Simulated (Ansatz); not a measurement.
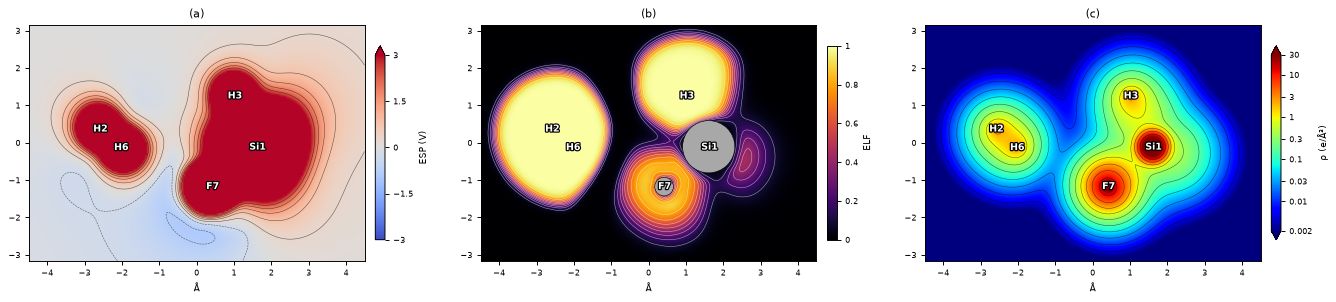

The picture shows: FH$_{3}$Si···H$_{2}$. (a) electrostatic potential; (b) ELF; (c) total electron density on the plane of atoms H3, Si1 and F7. Grey discs cover the atomic cores in the ELF map.

The product side of a reaction path; geometry: PBE0-D4/def2-TZVP.

Level of theory: Ansatz, RKS PBE0-D4/def2-TZVPP.

```yaml
atoms:
  - { symbol: Si, position_ang: [-0.6488, 0.8305, 0.4375] }
  - { symbol: H, position_ang: [1.6114, -2.1876, -1.4533] }
  - { symbol: H, position_ang: [-0.8369, 0.5617, -1.0072] }
  - { symbol: H, position_ang: [-1.9022, 0.5742, 1.1849] }
  - { symbol: H, position_ang: [-0.1852, 2.2209, 0.6546] }
  - { symbol: H, position_ang: [1.4847, -1.8345, -0.8075] }
  - { symbol: F, position_ang: [0.4770, -0.1651, 0.9909] }
```

Q: Describe what can be read from this map.

A:
- Atoms in the plane: Si, H and F.
- F7···H6 (2.65 Å): the density falls to about 0.03 e/Å³ on the way; the ELF dips to about 0 between them; a non-bonded, intermolecular contact.
- Si–F (1.60 Å): the density is about 1.2 e/Å³ at the midpoint; the ELF peaks at about 0.85 in the valence shell of F, 0.6 Å from its nucleus, and is about 0.50 at the midpoint.
- H–H (0.75 Å): ρ is about 1.8 e/Å³ halfway; the ELF is about 1 at the midpoint.
- Si–H (1.48 Å): ρ is about 0.84 e/Å³ halfway; the ELF climbs to about 1 towards the hydrogen, as it does in any bond to H.
- The ELF also peaks beside F7, away from the bonds: lone-pair regions.
- Outside the dense part of the complex the potential is most negative (−0.9 V) near F7.
